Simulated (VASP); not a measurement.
Band structure of AlP (zinc blende). Method: optB88-vdW, VASP's PBE PAW potentials (set 64) (plane waves; VASP).

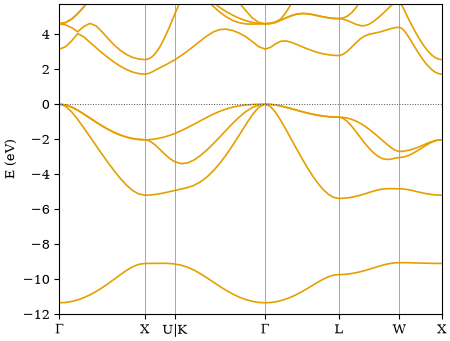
*Bands along high-symmetry lines, zero at the valence-band maximum or, without a gap, the Fermi level*

Task: Read the plot: is there a gap, and where are the band edges?

Result: The gap is indirect, 1.72 eV, from the valence maximum at Γ to the conduction minimum at X. (Edges off the drawn lines would not show.)

Measured: gap 2.54 eV (computed value off by -0.82 eV), as given by Wei Chen et al., Physical Review Materials (2018), doi:10.1103/physrevmaterials.2.073803 [zero-point renormalisation of 0.02 eV added back (the table's ZPR column)].

The compound is AlP in the zinc blende structure. It was relaxed first.
